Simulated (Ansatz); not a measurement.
# GaO2 (doublet): from Hartree-Fock to the top rungs at a displaced geometry (v2), cc-pVDZ

Aim: climb from Hartree-Fock through coupled cluster for GaO2 (doublet) at one geometry and basis, and see what each rung misses.

The runs use Ansatz 0.2.0, Gaussian basis; cc-pVDZ, core rule «outside noble gas», up to 16 orbitals frozen.

To be run: UHF; CCSD(T) on ROHF; CCSD(T) on UHF; BCCD(T) on ROHF; CISD as a restricted active space (open shells left free, so some higher excitations enter); CCSDT(Q) on ROHF; CCSDT(Q) on UHF.

30 further runs of the same task are left out: 9 for a known fault of the program, 6 that didn't finish, 15 set aside as unsound or not needed. Runs told in other sessions of the task aren't counted.

## (1) The geometry

The geometry is a PBE0/def2-TZVP stationary point (not a proven minimum) with its atoms shifted at random (size 0.100 Å). No spin-orbit coupling is included. The filled d shell of Ga may be among the frozen orbitals whatever the setting's name suggests.

3 atoms, charge 0, spin multiplicity 2.

Atoms are counted from 1 here; the program's logs count them from 0.

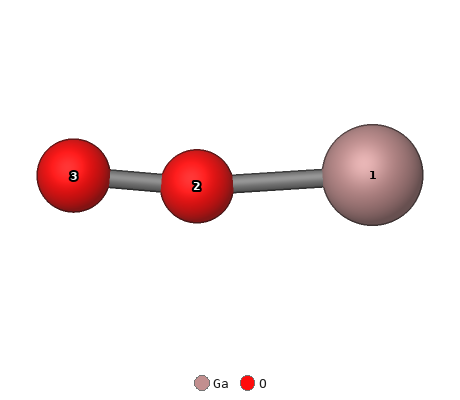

The geometry (gallium pink, oxygen red); atoms are numbered from 1 in the order of the file.

As a file:

```
Ga    0.0844    0.0052    1.6640
O    -0.0805    0.0136   -0.1817
O    -0.0039   -0.0188   -1.4823
```

In the tables R marks a restricted open-shell determinant and U an unrestricted one; energies count from the table's Hartree-Fock row.

## (2) UHF

File in.yaml:

```yaml
crystal:
  periodic: [false, false, false]
  atoms:
    - {symbol: Ga, position_ang: [0.084376, 0.005225, 1.663998]}
    - {symbol: O, position_ang: [-0.080498, 0.013599, -0.181709]}
    - {symbol: O, position_ang: [-0.003878, -0.018825, -1.482289]}
basis:
  gaussian: {orbitals: cc-pVDZ}
magnetization: {spin_polarized: true, initial_magnetization: 1}
hamiltonian: {xc: hf}
output: {orbitals: {seedname: orbitals}}
```

Started as:

```bash
$ ansatz run in.yaml --threads 1 --pin off --events-out ev --progress --plain --max-ram 2393MiB
```

Standard output:

```text
Functional definition: HF
  name "HF"
  cite "Fock, Z. Phys. 61, 126 (1930) doi:10.1007/BF01340294"
  parent pbe
  exchange = exact_x
  correlation = 0
584 factors; integrals over basis functions are off by at most 6.6e-4 eV
mean field evaluation 1: about -56403.1594 eV, gradient 1.5e1 eV
mean field evaluation 2: about -56403.2240 eV, gradient 1.5e1 eV
mean field evaluation 4: about -56404.8002 eV, gradient 2.5e0 eV
mean field evaluation 8: about -56404.9998 eV, gradient 6.4e-1 eV
mean field evaluation 16: about -56405.0100 eV, gradient 1.5e-5 eV
mean field evaluation 32: about -56405.0129 eV, gradient 9.5e-2 eV
mean field evaluation 64: about -56405.0043 eV, gradient 7.9e-1 eV
mean field evaluation 96: about -56396.5458 eV, gradient 1.2e1 eV
mean field evaluation 128: about -56391.7804 eV, gradient 1.3e1 eV
mean field evaluation 160: about -56404.7246 eV, gradient 2.5e0 eV
mean field evaluation 192: about -56401.7775 eV, gradient 9.9e-1 eV
mean field -56405.01301979 eV, -2072.8459957864 hartree, gradient 4.2e-6 eV, S^2 0.759204; 3 other end points of the search recorded, 0 dependent functions left out
reference -56405.01301979 eV, -2072.8459957864 hartree; 24, 23 occupied and 31, 32 virtual orbitals, 584 factors
Total energy: -56405.01301979 eV, -2072.8459957864 hartree
```

Run time: 4.6 s. Hardware: 1 thread of Arm Neoverse V2, shared host.

From the report: ⟨S²⟩ of the determinant 0.759 (pure doublet: 0.75).

## (3) CCSD(T) on ROHF

Changes to in.yaml since step 2:

```diff
@@ -8,4 +8,4 @@
   gaussian: {orbitals: cc-pVDZ}
-magnetization: {spin_polarized: true, initial_magnetization: 1}
-hamiltonian: {xc: hf}
-output: {orbitals: {seedname: orbitals}}
+magnetization: {spin_polarized: false, initial_magnetization: 1}
+correlation: {method: ccsd_t, electrons: outside_noble_gas}
+output: {forces: true}
```

Same command.

Standard output, cut to the lines that bear on the results:

```text
Functional definition: HF
  name "HF"
  cite "Fock, Z. Phys. 61, 126 (1930) doi:10.1007/BF01340294"
  parent pbe
[...]
584 factors; integrals over basis functions are off by at most 6.6e-4 eV
[...]
mean field -56404.86012769 eV, -2072.8403771053 hartree, gradient 7.0e-10 eV, S^2 0.750000; 10 other end points of the search recorded, 0 dependent functions left out
[...]
determinant -56404.86012769 eV, -2072.8403771053 hartree, with singles and doubles -56415.98364942 eV, -2073.2491589891 hartree
determinant -56404.85695104 eV, -2072.8402603656 hartree, with singles and doubles -56415.98144386 eV, -2073.2490779363 hartree
determinant -56398.93966011 eV, -2072.6228039348 hartree, with singles and doubles -56411.26469000 eV, -2073.0757404291 hartree
determinant -56404.86012769 eV, -2072.8403771053 hartree, with singles and doubles -56415.99270031 eV, -2073.2494916031 hartree
[...]
16 core orbitals not correlated, not the lowest: weight in the atoms' cores, before any rotation towards them, 0.924 or more for the frozen orbitals, at most 0.068 for the correlated occupied ones
reference -56404.86012769 eV, -2072.8403771053 hartree; 8, 7 occupied and 31, 32 virtual orbitals, 584 factors
second order -10.38996252 eV of doubles, -0.10264035 eV of singles
cycle   1  -11.13257993 eV  change   -7.3e-6 eV  update   5.2e-6
[...]
cycle   7  -11.13257423 eV  change    1.5e-9 eV  update  8.7e-10
perturbative correction -0.33282067 eV, -0.0122309339 hartree
[...]
Total energy: -56416.32552259 eV, -2073.2617225964 hartree
Atom 0 at     0.084376     0.005225     1.663998 Å, force     0.065515    -0.006986     0.456675 eV/Å
Atom 1 at    -0.080498     0.013599    -0.181709 Å, force    -0.150380     0.035027     0.388358 eV/Å
Atom 2 at    -0.003878    -0.018825    -1.482289 Å, force     0.084865    -0.028041    -0.845034 eV/Å
Dipole moment:     0.064392    -0.005225     0.572993 e Å
```

It took 25 s on 1 thread of Arm Neoverse V2, shared host.

From the report: correlation -11.4654 eV; T1 0.040; largest double amplitude 0.07.

## (4) CCSD(T) on UHF

Changes to in.yaml since step 3:

```diff
@@ -8,3 +8,3 @@
   gaussian: {orbitals: cc-pVDZ}
-magnetization: {spin_polarized: false, initial_magnetization: 1}
+magnetization: {spin_polarized: true, initial_magnetization: 1}
 correlation: {method: ccsd_t, electrons: outside_noble_gas}
```

Same command.

Standard output, cut to the lines that bear on the results:

```text
Functional definition: HF
  name "HF"
  cite "Fock, Z. Phys. 61, 126 (1930) doi:10.1007/BF01340294"
  parent pbe
[...]
584 factors; integrals over basis functions are off by at most 6.6e-4 eV
[...]
mean field -56405.01301979 eV, -2072.8459957864 hartree, gradient 5.9e-10 eV, S^2 0.759204; 15 other end points of the search recorded, 0 dependent functions left out
determinant -56405.01301979 eV, -2072.8459957864 hartree, with singles and doubles -56415.98871522 eV, -2073.2493451538 hartree
determinant -56405.00998650 eV, -2072.8458843149 hartree, with singles and doubles -56415.98653509 eV, -2073.2492650354 hartree
determinant -56401.81761147 eV, -2072.7285666963 hartree, with singles and doubles -56412.28717305 eV, -2073.1133159879 hartree
determinant -56401.81742286 eV, -2072.7285597651 hartree, with singles and doubles -56412.27956344 eV, -2073.1130363398 hartree
[...]
16 core orbitals not correlated, not the lowest: weight in the atoms' cores, before any rotation towards them, 0.919 or more for the frozen orbitals, at most 0.073 for the correlated occupied ones
reference -56405.01301979 eV, -2072.8459957864 hartree; 8, 7 occupied and 31, 32 virtual orbitals, 584 factors
second order -10.32131166 eV of doubles, -0.00000000 eV of singles
cycle   1  -10.98426419 eV  change   -4.5e-6 eV  update   4.6e-6
[...]
cycle   6  -10.98425989 eV  change   3.6e-10 eV  update   1.8e-9
perturbative correction -0.32863416 eV, -0.0120770826 hartree
[...]
Total energy: -56416.32591385 eV, -2073.2617369747 hartree
Atom 0 at     0.084376     0.005225     1.663998 Å, force     0.065613    -0.006985     0.458228 eV/Å
Atom 1 at    -0.080498     0.013599    -0.181709 Å, force    -0.150196     0.034919     0.383007 eV/Å
Atom 2 at    -0.003878    -0.018825    -1.482289 Å, force     0.084583    -0.027935    -0.841236 eV/Å
Dipole moment:     0.064383    -0.005218     0.573392 e Å
```

Wall time 26 s (1 thread of Arm Neoverse V2, shared host).

From the report: ⟨S²⟩ of the determinant 0.759 (pure doublet: 0.75); correlation -11.3129 eV; T1 0.038; largest double amplitude 0.07.

## (5) BCCD(T) on ROHF

Changes to in.yaml since step 4:

```diff
@@ -8,4 +8,3 @@
   gaussian: {orbitals: cc-pVDZ}
-magnetization: {spin_polarized: true, initial_magnetization: 1}
-correlation: {method: ccsd_t, electrons: outside_noble_gas}
-output: {forces: true}
+magnetization: {spin_polarized: false, initial_magnetization: 1}
+correlation: {method: bccd_t, electrons: outside_noble_gas}
```

Same command.

Standard output, cut to the lines that bear on the results:

```text
Functional definition: HF
  name "HF"
  cite "Fock, Z. Phys. 61, 126 (1930) doi:10.1007/BF01340294"
  parent pbe
[...]
584 factors; integrals over basis functions are off by at most 6.6e-4 eV
[...]
mean field -56404.86012769 eV, -2072.8403771053 hartree, gradient 7.0e-10 eV, S^2 0.750000; 10 other end points of the search recorded, 0 dependent functions left out
[...]
determinant -56404.86012769 eV, -2072.8403771053 hartree, with singles and doubles -56415.98364942 eV, -2073.2491589891 hartree
determinant -56404.85695104 eV, -2072.8402603656 hartree, with singles and doubles -56415.98144386 eV, -2073.2490779363 hartree
determinant -56398.93966011 eV, -2072.6228039348 hartree, with singles and doubles -56411.26469000 eV, -2073.0757404291 hartree
determinant -56404.86012769 eV, -2072.8403771053 hartree, with singles and doubles -56415.99270031 eV, -2073.2494916031 hartree
determinant -56404.85695104 eV, -2072.8402603656 hartree, with singles and doubles -56415.99062976 eV, -2073.2494155119 hartree
16 core orbitals not correlated, not the lowest: weight in the atoms' cores, before any rotation towards them, 0.924 or more for the frozen orbitals, at most 0.068 for the correlated occupied ones
reference -56404.86012769 eV, -2072.8403771053 hartree; 8, 7 occupied and 31, 32 virtual orbitals, 584 factors
second order -10.38996252 eV of doubles, -0.10264035 eV of singles
cycle   1  -11.04783864 eV  change    8.5e-2 eV  update   2.8e-2
[...]
cycle  11  -11.07482636 eV  change    1.7e-5 eV  update   1.5e-5
perturbative correction -0.39725794 eV, -0.0145989602 hartree
Total energy: -56416.33221200 eV, -2073.2619684275 hartree
```

Wall time 17 s (1 thread of Arm Neoverse V2, shared host).

From the report: correlation -11.4721 eV; largest double amplitude 0.07.

## (6) CISD as a restricted active space (open shells left free, so some higher excitations enter)

Changes to in.yaml since step 5:

```diff
@@ -9,2 +9,2 @@
 magnetization: {spin_polarized: false, initial_magnetization: 1}
-correlation: {method: bccd_t, electrons: outside_noble_gas}
+correlation: {active_space: {ras: {orbitals: [7, 1, 31], electrons: 15, max_holes: 2, max_particles: 2}, fixed_orbitals: true}}
```

Launched as before.

Standard output, cut to the lines that bear on the results:

```text
Functional definition: HF
  name "HF"
  cite "Fock, Z. Phys. 61, 126 (1930) doi:10.1007/BF01340294"
  parent pbe
[...]
584 factors; integrals over basis functions are off by at most 6.6e-4 eV
[...]
mean field -56404.86012769 eV, -2072.8403771053 hartree, gradient 7.0e-10 eV, S^2 0.750000; 9 other end points of the search recorded, 0 dependent functions left out
reference -56404.86012769 eV, -2072.8403771053 hartree; 24, 23 occupied and 31, 32 virtual orbitals, 584 factors
state -56413.27396694 eV, -2073.1495799945 hartree
Total energy: -56413.27396694 eV, -2073.1495799945 hartree
```

Run time: 11 s. Hardware: 1 thread of Arm Neoverse V2, shared host.

From the report: 63,711 determinants.

## (7) CCSDT(Q) on ROHF

Changes to in.yaml since step 6:

```diff
@@ -9,2 +9,2 @@
 magnetization: {spin_polarized: false, initial_magnetization: 1}
-correlation: {active_space: {ras: {orbitals: [7, 1, 31], electrons: 15, max_holes: 2, max_particles: 2}, fixed_orbitals: true}}
+correlation: {method: ccsdt_q, electrons: outside_noble_gas}
```

Same command.

Standard output, cut to the lines that bear on the results:

```text
Functional definition: HF
  name "HF"
  cite "Fock, Z. Phys. 61, 126 (1930) doi:10.1007/BF01340294"
  parent pbe
[...]
986 factors; integrals over basis functions are off by at most 1.5e-7 eV
[...]
mean field -56404.86043752 eV, -2072.8403884914 hartree, gradient 8.1e-10 eV, S^2 0.750000; 10 other end points of the search recorded, 0 dependent functions left out
[...]
determinant -56404.86043752 eV, -2072.8403884914 hartree, with singles and doubles -56415.98395568 eV, -2073.2491702437 hartree
determinant -56404.85726076 eV, -2072.8402717474 hartree, with singles and doubles -56415.98175019 eV, -2073.2490891935 hartree
determinant -56398.93994516 eV, -2072.6228144102 hartree, with singles and doubles -56411.26499299 eV, -2073.0757515636 hartree
determinant -56404.86043752 eV, -2072.8403884914 hartree, with singles and doubles -56415.99300646 eV, -2073.2495028540 hartree
determinant -56404.85726076 eV, -2072.8402717474 hartree, with singles and doubles -56415.99093624 eV, -2073.2494267747 hartree
16 core orbitals not correlated, not the lowest: weight in the atoms' cores, before any rotation towards them, 0.924 or more for the frozen orbitals, at most 0.068 for the correlated occupied ones
reference -56404.86043752 eV, -2072.8403884914 hartree; 8, 7 occupied and 31, 32 virtual orbitals, 986 factors
second order -10.38997267 eV of doubles, -0.10263972 eV of singles
cycle   1  -10.52015113 eV  change   -2.6e-2 eV  update   1.3e-1
[...]
cycle  26  -11.49632995 eV  change    4.8e-7 eV  update   9.5e-7
perturbative correction -0.04245316 eV, -0.0015601250 hartree
Total energy: -56416.39922064 eV, -2073.2644309497 hartree
```

Wall time 82 s (1 thread of Arm Neoverse V2, shared host); peak memory 0.83 GiB.

From the report: correlation -11.5388 eV; T1 0.042; largest double amplitude 0.08.

## (8) CCSDT(Q) on UHF

Changes to in.yaml since step 7:

```diff
@@ -8,3 +8,3 @@
   gaussian: {orbitals: cc-pVDZ}
-magnetization: {spin_polarized: false, initial_magnetization: 1}
+magnetization: {spin_polarized: true, initial_magnetization: 1}
 correlation: {method: ccsdt_q, electrons: outside_noble_gas}
```

Launched as before.

Standard output, cut to the lines that bear on the results:

```text
Functional definition: HF
  name "HF"
  cite "Fock, Z. Phys. 61, 126 (1930) doi:10.1007/BF01340294"
  parent pbe
[...]
986 factors; integrals over basis functions are off by at most 1.5e-7 eV
[...]
mean field -56405.01332844 eV, -2072.8460071290 hartree, gradient 7.8e-10 eV, S^2 0.759204; 15 other end points of the search recorded, 0 dependent functions left out
determinant -56405.01332844 eV, -2072.8460071290 hartree, with singles and doubles -56415.98902050 eV, -2073.2493563727 hartree
determinant -56405.01029502 eV, -2072.8458956529 hartree, with singles and doubles -56415.98684183 eV, -2073.2492763080 hartree
determinant -56401.81795027 eV, -2072.7285791472 hartree, with singles and doubles -56412.28749953 eV, -2073.1133279858 hartree
determinant -56401.81776083 eV, -2072.7285721854 hartree, with singles and doubles -56412.27988809 eV, -2073.1130482708 hartree
[...]
determinant -56401.57723932 eV, -2072.7197331830 hartree, with singles and doubles -56411.66628996 eV, -2073.0904989553 hartree
determinant -56405.01332844 eV, -2072.8460071290 hartree, with singles and doubles -56415.99758485 eV, -2073.2496711065 hartree
determinant -56405.01029502 eV, -2072.8458956529 hartree, with singles and doubles -56415.99552094 eV, -2073.2495952594 hartree
16 core orbitals not correlated, not the lowest: weight in the atoms' cores, before any rotation towards them, 0.919 or more for the frozen orbitals, at most 0.073 for the correlated occupied ones
reference -56405.01332844 eV, -2072.8460071290 hartree; 8, 7 occupied and 31, 32 virtual orbitals, 986 factors
second order -10.32132208 eV of doubles, -0.00000000 eV of singles
cycle   1  -10.38171582 eV  change   -6.0e-2 eV  update   1.3e-1
[...]
cycle  26  -11.34432833 eV  change    3.4e-7 eV  update   9.4e-7
perturbative correction -0.05110769 eV, -0.0018781729 hartree
Total energy: -56416.40876446 eV, -2073.2647816785 hartree
```

Run time: 75 s. Hardware: 1 thread of Arm Neoverse V2, shared host; peak memory 0.62 GiB.

From the report: ⟨S²⟩ of the determinant 0.759 (pure doublet: 0.75); correlation -11.3954 eV; T1 0.039; largest double amplitude 0.07.

## (9) Misses and costs

The yardstick is UCCSDT(Q), where the cluster series has nearly closed. Rows without a time are mean-field rows or come out of runs for another level: lower rungs of the coupled-cluster runs, or the Hartree-Fock search. The times of RCCSD(T), UCCSD(T) include forces.

Differences are taken before rounding.

```
   method  energy from the lowest ROHF (kJ/mol)  from UCCSDT(Q) (kJ/mol)  time
      ROHF                                  0.0                  +1114.3      
      UHF                                -14.8                  +1099.5      
     RMP2                              -1012.4                   +101.9      
     UMP2                              -1010.6                   +103.7      
    RCCSD                              -1074.1                    +40.1      
    UCCSD                              -1074.6                    +39.7      
 RCCSD(T)                              -1106.2                     +8.0  25 s
 UCCSD(T)                              -1106.3                     +8.0  26 s
  BCCD(T)                              -1106.9                     +7.4  17 s
   RCCSDT                              -1109.3                     +5.0      
   UCCSDT                              -1109.3                     +4.9      
RCCSDT(Q)                              -1113.4                     +0.9  82 s
UCCSDT(Q)                              -1114.3                        0  75 s
```

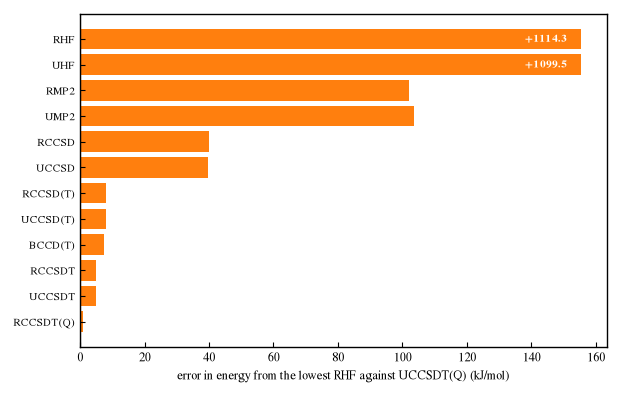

How far each level lands from UCCSDT(Q). Bars with a number in them are cut short.

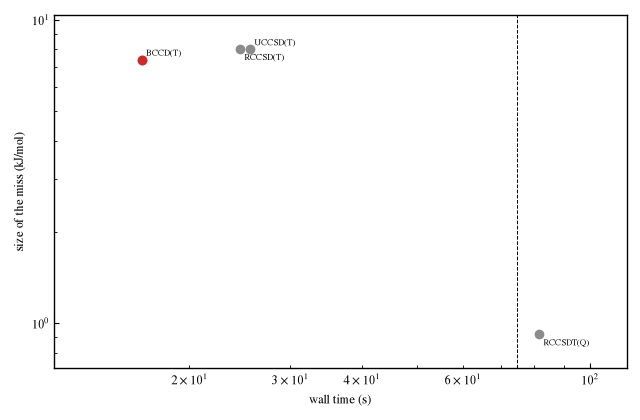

Miss against cost. Red marks the levels that no quicker level drawn beats (of those quicker than the yardstick), and the dashed line is the time of UCCSDT(Q). Times are from a shared host.

Not comparable, so not listed: CISD as a restricted active space (open shells left free, so some higher excitations enter) (they don't share determinant, frozen orbitals or solution with the rows shown, or repeat one).

## (10) Results

| quantity | value |
| --- | --- |
| UCCSDT(Q) from the ROHF energy | -11.5486 eV |
| RMP2 from UCCSDT(Q) | +101.9 kJ/mol |
| UMP2 from UCCSDT(Q) | +103.7 kJ/mol |
| RCCSD from UCCSDT(Q) | +40.1 kJ/mol |
| RCCSD(T) from UCCSDT(Q) | +8.0 kJ/mol |
| UCCSD(T) from UCCSDT(Q) | +8.0 kJ/mol |
| RCCSDT(Q) from UCCSDT(Q) | +0.9 kJ/mol |
| levels within 1 kcal/mol (43 meV) | RCCSDT(Q) |
| T1 diagnostic | 0.040 |

In words: RCCSD(T) lands +8.0 kJ/mol from the yardstick (0.7 % of the correlation energy). These misses are within one basis, not against nature; the frozen cores of restricted and unrestricted runs differ, which can shift their rows.

BCCD(T) reaches 7.4 kJ/mol from the reference in 17 s, where UCCSDT(Q) took 75 s.
